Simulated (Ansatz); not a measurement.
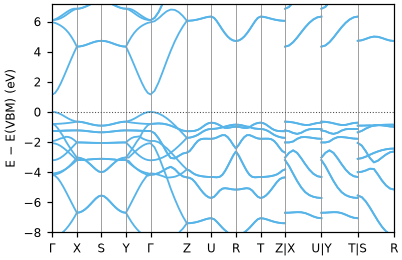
Fig. 1. Band structure from LDA (plane waves, PAW; program Ansatz)

Problem. Read off the gap and where the band edges lie.

Solution. About 1.2 eV (1.16 eV by a search for the band edges); maximum at Γ, minimum at Γ.

The material is SnO₂ (rutile, P4_2/mnm).

The cell was relaxed with LDA under the symmetry of its start; of distortions, only those at the zone centre were tested. Point labels and valley counts follow the cell and symmetry of the run, lower than the named group. Scalar-relativistic: spin–orbit coupling is off unless named, which matters more the heavier the elements.

Potentials: the later of the program's two PAW sets.
